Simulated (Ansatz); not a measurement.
# Squeezing and shearing a frame of amorphous polypropylene (as short chains C8H18) from 300 K (78 atoms), part 2 of 4

How stiff is a frame of amorphous polypropylene (as short chains C8H18) from 300 K (78 atoms), and how do its levels respond to strain?

Ansatz 0.2.0; Kohn-Sham DFT, r2SCAN+D3(BJ), PAW (set soft_2), plane waves.

The cell: 24 C and 54 H. The network of contacts between molecules at the start is that of the classical potential that made the cell. Sampling is at Γ alone.

So far. Step 2 (Single point at the start): The r.m.s. force at the start is 0.93 eV/Å.

## Step 3: Cell and atoms relaxed

The cell is relaxed with the atoms, since the starting lattice needn't suit this functional.

input.yaml reads:

```yaml
crystal:
  lattice:
    - [8.86432, 0.0, 0.0]
    - [0.0, 8.86432, 0.0]
    - [0.0, 0.0, 8.86432]
  atoms:
    [... the 78 atom lines of step 2 ...]
kpoints:
  mp_grid: { grid: [1, 1, 1] }
hamiltonian:
  xc: r2scan
  dispersion: d3bj
scf:
  occupations: { method: fermi_dirac, width: 0.025 }
output:
  forces: true
relax:
  f_tol: 0.05
  max_steps: 150
  cell: {}
```

Command:

```console
$ ansatz run input.yaml --threads 4 --pin off --max-ram 8192MiB --backend cpu --events-out ev --progress --plain --runs-dir out
```

Numbers of over 12 decimals in the logs are rounded to 6 here.

The program printed:

```text
[...]
Crystal: 78 atoms, lattice volume = 696.524 Å³
Basis set: ecut = 500 eV, 17773 PW (Γ), exchange–correlation on 288×288×288 points (64 copies of the dense FFT grid, shifted against one another)
Bands: 153, of which v1, the nominal top of the filled ones, is band 75 counted from 1 (74 counted from 0)
Symmetry: 1 space group operations
[...]
k-points: 1
[...]
SCF iter   1: F=—  HF=-6915.359694 eV  |F-HF|=—  |Δ(HF+E_count)|=         —  Δρ=5.93e-3  dr2=1.78e-1  dr2_τ=5.48e0  ethr=1.77e-3  ⟨swp⟩=6.0  Hψ=733  notcnv=0  defer=28
[...]
SCF iter   8: F=-6914.059743 eV  HF=-6914.059743 eV  |F-HF|=1.62e-7  |Δ(HF+E_count)|=   1.02e-6  Δρ=2.30e-6  dr2=4.51e-8  dr2_τ=4.20e-9  ethr=6.67e-11  ⟨swp⟩=3.0  Hψ=395  notcnv=0
SCF 1 converged in 8 iterations: F = -6914.059743 eV  dr2 = 4.51e-8
[...]
relax step   1: F+E_penalty+E_count = -6914.05974288 eV  Δ(F+E_penalty+E_count) = +0.000e0 eV  max|allowed force component| = 3.540e0 eV/Å  Δτ_max = 0.0000 Å  P = +1.626 GPa  Ω = 696.524 Å³  (8 SCF iters, dr2 threshold 1.00e-7 eV, accepted)
[... from here on, the SCF cycles and remarks between the steps are left out ...]
relax step   2: F+E_penalty+E_count = -6916.85170842 eV  Δ(F+E_penalty+E_count) = -2.792e0 eV  max|allowed force component| = 1.218e0 eV/Å  Δτ_max = 0.1944 Å  P = -0.226 GPa  Ω = 713.945 Å³  energy of the carried Pulay correction = -6.401e-3 eV  (7 SCF iters, dr2 threshold 7.80e-6 eV, accepted)
relax step   3: F+E_penalty+E_count = -6917.25555231 eV  Δ(F+E_penalty+E_count) = -4.038e-1 eV  max|allowed force component| = 4.405e-1 eV/Å  Δτ_max = 0.2000 Å  P = +0.026 GPa  Ω = 693.998 Å³  energy of the carried Pulay correction = +9.417e-4 eV  (7 SCF iters, dr2 threshold 7.80e-6 eV, accepted)
relax step   4: F+E_penalty+E_count = -6917.39740956 eV  Δ(F+E_penalty+E_count) = -1.419e-1 eV  max|allowed force component| = 1.511e-1 eV/Å  Δτ_max = 0.2000 Å  P = -0.054 GPa  Ω = 692.179 Å³  energy of the carried Pulay correction = +1.622e-3 eV  (7 SCF iters, dr2 threshold 7.80e-6 eV, accepted)
relax step   5: F+E_penalty+E_count = -6917.38698160 eV  Δ(F+E_penalty+E_count) = +1.043e-2 eV  max|allowed force component| = 5.709e-1 eV/Å  Δτ_max = 0.1433 Å  P = -0.021 GPa  Ω = 684.525 Å³  energy of the carried Pulay correction = +4.503e-3 eV  (7 SCF iters, dr2 threshold 1.43e-6 eV, rejected (line search))
relax step   6: F+E_penalty+E_count = -6917.43123566 eV  Δ(F+E_penalty+E_count) = -3.383e-2 eV  max|allowed force component| = 4.061e-2 eV/Å  Δτ_max = 0.0703 Å  P = -0.023 GPa  Ω = 685.400 Å³  energy of the carried Pulay correction = +4.172e-3 eV  (10 SCF iters, accepted)
relax step   7: F+E_penalty+E_count = -6917.45851820 eV  Δ(F+E_penalty+E_count) = -2.728e-2 eV  max|allowed force component| = 6.231e-2 eV/Å  Δτ_max = 0.0975 Å  P = -0.057 GPa  Ω = 677.872 Å³  energy of the carried Pulay correction = +7.034e-3 eV  (9 SCF iters, dr2 threshold 1.14e-8 eV, accepted)
relax step   8: F+E_penalty+E_count = -6917.48683340 eV  Δ(F+E_penalty+E_count) = -2.832e-2 eV  max|allowed force component| = 7.399e-2 eV/Å  Δτ_max = 0.1447 Å  P = -0.045 GPa  Ω = 668.480 Å³  energy of the carried Pulay correction = +1.065e-2 eV  (8 SCF iters, dr2 threshold 2.43e-7 eV, accepted)
relax step   9: F+E_penalty+E_count = -6917.51182313 eV  Δ(F+E_penalty+E_count) = -2.499e-2 eV  max|allowed force component| = 8.523e-2 eV/Å  Δτ_max = 0.1944 Å  P = -0.130 GPa  Ω = 657.827 Å³  energy of the carried Pulay correction = +1.481e-2 eV  (8 SCF iters, dr2 threshold 3.42e-7 eV, accepted)
relax step  10: F+E_penalty+E_count = -6917.53086492 eV  Δ(F+E_penalty+E_count) = -1.904e-2 eV  max|allowed force component| = 9.300e-2 eV/Å  Δτ_max = 0.1930 Å  P = +0.077 GPa  Ω = 653.083 Å³  energy of the carried Pulay correction = +1.668e-2 eV  (7 SCF iters, dr2 threshold 4.54e-7 eV, accepted)
relax step  11: F+E_penalty+E_count = -6917.55008572 eV  Δ(F+E_penalty+E_count) = -1.922e-2 eV  max|allowed force component| = 1.285e-1 eV/Å  Δτ_max = 0.1950 Å  P = -0.168 GPa  Ω = 648.385 Å³  energy of the carried Pulay correction = +1.855e-2 eV  (7 SCF iters, dr2 threshold 5.41e-7 eV, accepted)
relax step  12: F+E_penalty+E_count = -6917.57254430 eV  Δ(F+E_penalty+E_count) = -2.246e-2 eV  max|allowed force component| = 9.883e-2 eV/Å  Δτ_max = 0.1938 Å  P = -0.112 GPa  Ω = 646.360 Å³  energy of the carried Pulay correction = +1.936e-2 eV  (7 SCF iters, dr2 threshold 1.03e-6 eV, accepted)
relax step  13: F+E_penalty+E_count = -6917.58719406 eV  Δ(F+E_penalty+E_count) = -1.465e-2 eV  max|allowed force component| = 1.117e-1 eV/Å  Δτ_max = 0.1970 Å  P = -0.017 GPa  Ω = 641.383 Å³  energy of the carried Pulay correction = +2.136e-2 eV  (7 SCF iters, dr2 threshold 6.11e-7 eV, accepted)
relax step  14: F+E_penalty+E_count = -6917.54986137 eV  Δ(F+E_penalty+E_count) = +3.733e-2 eV  max|allowed force component| = 3.990e-1 eV/Å  Δτ_max = 0.1829 Å  P = +0.181 GPa  Ω = 645.943 Å³  energy of the carried Pulay correction = +1.953e-2 eV  (7 SCF iters, dr2 threshold 7.80e-7 eV, rejected (line search))
[...]
relax step  24: F+E_penalty+E_count = -6917.64489187 eV  Δ(F+E_penalty+E_count) = -3.452e-3 eV  max|allowed force component| = 4.465e-2 eV/Å  Δτ_max = 0.0956 Å  P = -0.066 GPa  Ω = 636.502 Å³  energy of the carried Pulay correction = +2.334e-2 eV  (7 SCF iters, dr2 threshold 2.99e-7 eV, accepted)
relax step  25: F+E_penalty+E_count = -6917.64668815 eV  Δ(F+E_penalty+E_count) = -1.796e-3 eV  max|allowed force component| = 4.997e-2 eV/Å  Δτ_max = 0.0571 Å  P = -0.098 GPa  Ω = 635.943 Å³  energy of the carried Pulay correction = +2.357e-2 eV  (7 SCF iters, dr2 threshold 1.77e-8 eV, accepted)
relax step  26: F+E_penalty+E_count = -6917.64894306 eV  Δ(F+E_penalty+E_count) = -2.255e-3 eV  max|allowed force component| = 2.754e-2 eV/Å  Δτ_max = 0.0573 Å  P = -0.020 GPa  Ω = 635.106 Å³  energy of the carried Pulay correction = +2.391e-2 eV  (7 SCF iters, dr2 threshold 4.10e-8 eV, accepted)
relax step  27: F+E_penalty+E_count = -6917.64948793 eV  Δ(F+E_penalty+E_count) = -5.449e-4 eV  max|allowed force component| = 9.565e-2 eV/Å  Δτ_max = 0.1427 Å  P = -0.105 GPa  Ω = 633.524 Å³  energy of the carried Pulay correction = +2.455e-2 eV  (10 SCF iters, rejected (line search))
relax step  28: F+E_penalty+E_count = -6917.65113800 eV  Δ(F+E_penalty+E_count) = -2.195e-3 eV  max|allowed force component| = 2.107e-2 eV/Å  Δτ_max = 0.0712 Å  P = +0.045 GPa  Ω = 634.364 Å³  energy of the carried Pulay correction = +2.421e-2 eV  (9 SCF iters, accepted)
relax step  29: F+E_penalty+E_count = -6917.65232483 eV  Δ(F+E_penalty+E_count) = -1.187e-3 eV  max|allowed force component| = 2.747e-2 eV/Å  Δτ_max = 0.0969 Å  P = -0.025 GPa  Ω = 633.480 Å³  energy of the carried Pulay correction = +2.457e-2 eV  (8 SCF iters, dr2 threshold 1.02e-8 eV, accepted)
relax step  30: F+E_penalty+E_count = -6917.65271091 eV  Δ(F+E_penalty+E_count) = -3.861e-4 eV  max|allowed force component| = 9.279e-3 eV/Å  Δτ_max = 0.0174 Å  P = -0.005 GPa  Ω = 633.827 Å³  energy of the carried Pulay correction = +2.443e-2 eV  (7 SCF iters, dr2 threshold 8.17e-9 eV, accepted)
relax step  31: F+E_penalty+E_count = -6917.66202945 eV  Δ(F+E_penalty+E_count) = -9.319e-3 eV  max|allowed force component| = 1.211e-2 eV/Å  Δτ_max = 0.0000 Å  P = +0.055 GPa  Ω = 633.827 Å³  stress off target by 1.77e-1 GPa  SCF on the basis re-selected at this cell (its energy is not comparable with the rows above)  (6 SCF iters)
relax step  32: F+E_penalty+E_count = -6917.66571288 eV  Δ(F+E_penalty+E_count) = -3.683e-3 eV  max|allowed force component| = 3.456e-2 eV/Å  Δτ_max = 0.1117 Å  P = -0.022 GPa  Ω = 635.471 Å³  energy of the carried Pulay correction = -6.511e-4 eV  (8 SCF iters, dr2 threshold 7.87e-8 eV, accepted)
relax step  33: F+E_penalty+E_count = -6917.66721391 eV  Δ(F+E_penalty+E_count) = -1.501e-3 eV  max|allowed force component| = 2.022e-2 eV/Å  Δτ_max = 0.0642 Å  P = -0.001 GPa  Ω = 638.653 Å³  energy of the carried Pulay correction = -1.928e-3 eV  (8 SCF iters, dr2 threshold 2.43e-8 eV, accepted)
relax step  34: F+E_penalty+E_count = -6917.66809064 eV  Δ(F+E_penalty+E_count) = -8.767e-4 eV  max|allowed force component| = 1.132e-2 eV/Å  Δτ_max = 0.0231 Å  P = +0.006 GPa  Ω = 639.240 Å³  energy of the carried Pulay correction = -2.153e-3 eV  (7 SCF iters, dr2 threshold 1.29e-8 eV, accepted)
relax step  35: F+E_penalty+E_count = -6917.66940504 eV  Δ(F+E_penalty+E_count) = -1.314e-3 eV  max|allowed force component| = 1.985e-2 eV/Å  Δτ_max = 0.0420 Å  P = -0.003 GPa  Ω = 639.159 Å³  energy of the carried Pulay correction = -2.098e-3 eV  (9 SCF iters, accepted)
relax step  36: F+E_penalty+E_count = -6917.67026665 eV  Δ(F+E_penalty+E_count) = -8.616e-4 eV  max|allowed force component| = 1.634e-2 eV/Å  Δτ_max = 0.0261 Å  P = -0.015 GPa  Ω = 638.603 Å³  energy of the carried Pulay correction = -1.862e-3 eV  (8 SCF iters, accepted)
relax step  37: F+E_penalty+E_count = -6917.67120228 eV  Δ(F+E_penalty+E_count) = -9.356e-4 eV  max|allowed force component| = 8.824e-3 eV/Å  Δτ_max = 0.0339 Å  P = -0.021 GPa  Ω = 637.851 Å³  energy of the carried Pulay correction = -1.551e-3 eV  (8 SCF iters, dr2 threshold 6.67e-9 eV, accepted)
relax step  38: F+E_penalty+E_count = -6917.67367945 eV  Δ(F+E_penalty+E_count) = -2.477e-3 eV  max|allowed force component| = 9.092e-3 eV/Å  Δτ_max = 0.0000 Å  P = -0.018 GPa  Ω = 637.851 Å³  stress off target by 3.90e-2 GPa  SCF on the basis re-selected at this cell (its energy is not comparable with the rows above)  (5 SCF iters)
[...]
SCF converged after 5 iterations
Free energy (F): -6917.673679 eV
[...]
Internal energy: -6917.673679 eV  (E = F + TS)
E sigma→0 (E₀):  -6917.673679 eV
Fermi energy:    1.094731 eV
[...]
Σ components = -6917.673679   (vs F -6917.673679, Δ=0.00e0)
--- Forces (eV/Å), atoms counted from 1 ---
  atom   1  C      0.00067065    -0.00398278     0.00462128
  atom   2  C      0.00371063     0.00243896    -0.00110979
  atom   3  C      0.00095504    -0.00076423     0.00070319
  atom   4  C      0.00058882    -0.00147184     0.00113613
[...]
atom  78  H     -0.00279411    -0.00232002    -0.00048140
  max |Σ_I F_I| component: 8.11e-5 eV/Å
--- Stress (GPa, compression-positive) ---
       -0.007928       0.000354      -0.011661
        0.000354      -0.035270      -0.009634
       -0.011661      -0.009634      -0.010539
  P = ⅓ Tr σ = -0.0179 GPa (-0.179 kbar)
--- Relaxed structure (36 steps of the walk, 32 accepted, 2 SCFs on fresh bases) ---
  F+E_penalty+E_count = -6917.67367945 eV   max|allowed force component| = 9.092e-3 eV/Å   (the final SCF, on the basis selected at the relaxed cell)
  cell:  # Å, volume = 637.8509 Å³
    - [8.543127, 0.978330, 0.067274]
    - [0.978330, 9.780671, -0.011574]
    - [0.067274, -0.011574, 7.722698]
  atoms:
    - { symbol: C, position: [0.337835, 0.299798, 0.254658] }
    - { symbol: C, position: [0.304983, 0.370693, 0.431850] }
    - { symbol: C, position: [0.340673, 0.269765, 0.584830] }
    - { symbol: C, position: [0.343402, 0.350234, 0.753847] }
[...]
- { symbol: H, position: [0.678321, 0.060900, 0.115931] }
```

Wall time 8.6 min (4 threads of Intel Xeon Platinum 8488C (Sapphire Rapids), shared host); peak memory 2.1 GiB; 32 min of CPU time.

The relaxation converged after 36 steps, with a largest force component of 0.0091 eV/Å.

## Step 4: Single point at the relaxed geometry

The electronic structure is read at the final geometry, in a run of its own.

input.yaml reads:

```yaml
crystal:
  lattice:
    - [8.54313, 0.97833, 0.06727]
    - [0.97833, 9.78067, -0.01157]
    - [0.06727, -0.01157, 7.7227]
  atoms:
    - { symbol: C, position: [0.33783, 0.2998, 0.25466] }
    - { symbol: C, position: [0.30498, 0.37069, 0.43185] }
    - { symbol: C, position: [0.34067, 0.26977, 0.58483] }
    - { symbol: C, position: [0.3434, 0.35023, 0.75385] }
    - { symbol: C, position: [0.21922, 0.17641, 0.59687] }
    - { symbol: C, position: [0.25315, 0.0564, 0.72676] }
    [... 66 atom lines left out ...]
    - { symbol: H, position: [0.81717, 0.79416, 0.30172] }
    - { symbol: H, position: [0.76837, 0.95878, 0.4032] }
    - { symbol: H, position: [0.6919, 0.8194, 0.48752] }
    - { symbol: H, position: [0.69932, 0.90114, 0.00438] }
    - { symbol: H, position: [0.51378, 0.01966, 0.01202] }
    - { symbol: H, position: [0.67832, 0.0609, 0.11593] }
kpoints:
  mp_grid: { grid: [1, 1, 1] }
hamiltonian:
  xc: r2scan
  dispersion: d3bj
scf:
  occupations: { method: fermi_dirac, width: 0.025 }
output:
  forces: true
  stress: true
  populations: true
  dos:
    method: { smearing: { sigma: 0.15 } }
    de: 0.1
    projected: { site_lists: { C: [C], H: [H] } }
  eigenvalues: true
  write_density: true
  write_potential: true
  volumetric_format: npy
```

The program printed:

```text
[...]
Crystal: 78 atoms, lattice volume = 637.851 Å³
Basis set: ecut = 500 eV, 16183 PW (Γ), exchange–correlation on 256×288×240 points (64 copies of the dense FFT grid, shifted against one another)
Bands: 153, of which v1, the nominal top of the filled ones, is band 75 counted from 1 (74 counted from 0)
Symmetry: 1 space group operations
[...]
k-points: 1
[...]
SCF iter   1: F=—  HF=-6918.960657 eV  |F-HF|=—  |Δ(HF+E_count)|=         —  Δρ=6.28e-3  dr2=1.83e-1  dr2_τ=5.27e0  ethr=1.77e-3  ⟨swp⟩=6.0  Hψ=732  notcnv=0  defer=23
[...]
SCF iter   8: F=-6917.673677 eV  HF=-6917.673677 eV  |F-HF|=3.13e-8  |Δ(HF+E_count)|=   4.96e-7  Δρ=2.31e-6  dr2=3.79e-8  dr2_τ=4.88e-9  ethr=6.67e-11  ⟨swp⟩=21.0  Hψ=1403  notcnv=0
SCF 1 converged in 8 iterations: F = -6917.673677 eV  dr2 = 3.79e-8
[...]
WARN: The input density's exchange-correlation potential varies sharply where the density is thin. Do not read a vacuum level from v_tot or v_xc, or from such a field of the output density. On a cell that repeats whose density bears no net charge and no dipole along the vacuum's axis use v_es (v_loc + v_h of the components); [...]
SCF converged after 8 iterations
Free energy (F): -6917.673677 eV
[...]
Internal energy: -6917.673677 eV  (E = F + TS)
E sigma→0 (E₀):  -6917.673677 eV
Fermi energy:    1.094711 eV
[...]
--- Forces (eV/Å), atoms counted from 1 ---
  atom   1  C      0.00278263    -0.00437203     0.00331761
  atom   2  C      0.00395704     0.00380989    -0.00058657
  atom   3  C      0.00180724    -0.00366593     0.00071512
  atom   4  C      0.00049634     0.00150907    -0.00038581
  atom   5  C     -0.00063769    -0.00510521     0.00317395
  atom   6  C     -0.00410761     0.00098558    -0.00284504
  atom   7  C      0.00260684     0.00060138    -0.00116979
  atom   8  C     -0.00126495    -0.00193976     0.00423782
  atom   9  H      0.00128028     0.00299461     0.00042967
  atom  10  H     -0.00055943     0.00245648    -0.00452364
  atom  11  H     -0.00336348     0.00381859     0.00296485
  atom  12  H      0.00104019    -0.00027135     0.00007804
  atom  13  H     -0.00157058    -0.00270698    -0.00116759
  atom  14  H     -0.00153544     0.00151640     0.00190902
[...]
atom  77  H      0.00009013     0.00078530    -0.00026184
  atom  78  H     -0.00303878    -0.00279180    -0.00042041
  max |Σ_I F_I| component: 7.45e-5 eV/Å
--- Stress (GPa, compression-positive) ---
       -0.007922       0.000888      -0.011901
        0.000888      -0.034694      -0.009242
       -0.011901      -0.009242      -0.011220
  P = ⅓ Tr σ = -0.0179 GPa (-0.179 kbar)
--- Band table (eV) ---
[...]
--- Löwdin populations: 78 sites ---
  site symbol       q [e]
     0      C      4.4511
     1      C      4.2550
     2      C      4.0715
[...]
77      H      0.8305
  spilling = 0.011104 (of n_electrons = 150.000000)
```

The job ended after 15 s (4 threads; peak memory 1.7 GiB).

The program notes that the exchange-correlation potential is rough where the density is thin.

Read from the output:

```yaml
free_energy: -6917.6737 eV
free_energy_per_atom: -88.6881 eV/atom
scf_cycles: 8
pressure: -0.01795 GPa
r_m_s_force_component: 0.00296 eV/Å
longest_force: 0.01164 eV/Å
fermi_energy: 1.095 eV
spacing_of_highest_filled_and_lowest_empty_level: 6.864 eV
spilling_of_the_projection: 0.0111
```

Löwdin charges by element (they lack the spilled electrons, 0.021 e an atom on average):

| element | coordination | atoms | mean charge (e) | spread | least | most |
| --- | --- | --- | --- | --- | --- | --- |
| C | all | 24 | -0.304 | 0.157 | -0.451 | -0.0615 |
| H | all | 54 | 0.166 | 0.0096 | 0.143 | 0.178 |

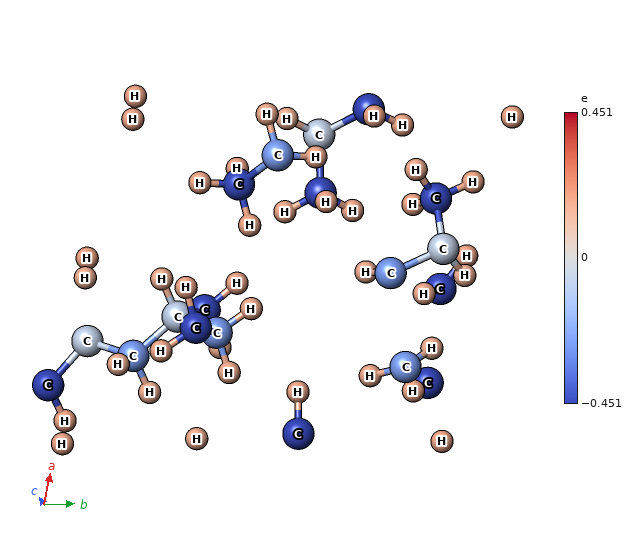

Atoms coloured by Löwdin charge. Drawn is a slice 4 Å thick, seen along the normal of the ab plane. Bonds to atoms that aren't drawn are left out.

States in the cell by windows of 1 eV, zero at the Fermi level; the larger projections on atomic orbitals stand beside the total:

```csv
from (eV),to (eV),total,C p,H s,C s
-14,-13,9.3,1.7,2.9,4.6
-13,-12,6.0,1.5,1.9,2.5
-12,-11,2.6,0.9,0.8,0.8
-11,-10,9.3,3.6,3.0,2.5
-10,-9,0.1,0.0,0.0,0.0
-9,-8,8.7,6.2,2.1,0.2
-8,-7,14.8,10.6,3.8,0.2
-7,-6,18.6,12.6,5.6,0.2
-6,-5,22.7,14.6,7.8,0.1
-5,-4,22.1,14.2,7.6,0.2
-4,-3,15.1,10.5,4.4,0.1
-3,3,0.0,0.0,0.0,0.0
3,4,2.3,0.3,0.9,0.5
4,5,12.4,2.0,4.7,1.8
```

Between -19 and -14 eV lie 21 more states.

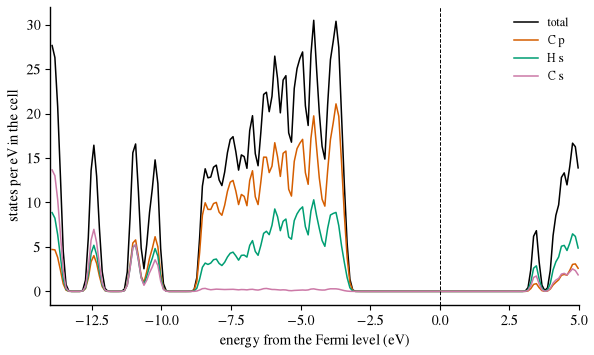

Total and projected density of states, with the broadening of the input.

The levels nearest the highest filled one (over half full), pooled over k-points and spins:

```
level less the highest filled one (eV)  occupation
                                -0.350           2
                                -0.326           2
                                -0.283           2
                                -0.172           2
                                -0.164           2
                                     0           2
                                  6.86           0
                                  7.57           0
                                  7.80           0
                                  7.91           0
                                  8.11           0
                                  8.22           0
```

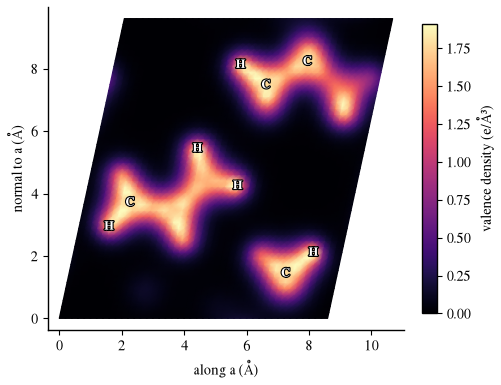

Valence density in the ab plane at fractional z = 0.745, with atoms of C and H within 0.2 Å of it. It is the smooth field of the valence electrons, not physical close to the nuclei. The map starts off the cell's origin, so that atoms lie inside it.

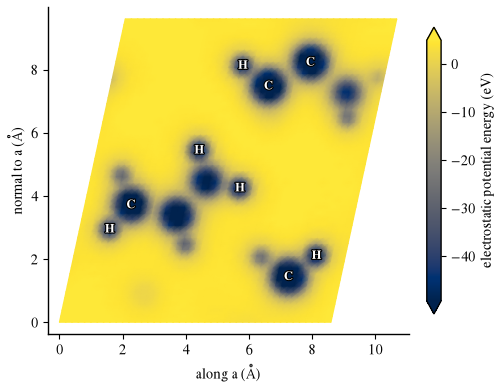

Electrostatic potential energy in the ab plane at fractional z = 0.745, with atoms of C and H within 0.2 Å of it. With pseudopotentials it is smooth inside the atoms' cores, unlike the true potential. The map starts off the cell's origin, so that atoms lie inside it.

The highest filled and lowest empty levels differ by 6.86 eV (at Γ alone); a semilocal functional tends to put such gaps too low. In a disordered cell it changes from sample to sample, and tail or defect levels can set it. Mean Löwdin charges: C -0.30, H +0.17 e (they miss 1.1 % of the electrons, so they add up to more than the cell's charge). The largest share in the top eV of filled states is C p (68 % of the projected weight), and in the lowest eV of empty states H s (56 % of the projected weight).

(Continued in part 3 of 4.)

[Logs are printed without paths, hosts, clocks, repeated set-up lines and the standing remarks that a program may print on its own settings, such as how far it seeks lower states.]

[Hosts, paths, dates, database ids (printed as entryN), source tags and the programs' standing remarks are cut or masked in the printed files.]
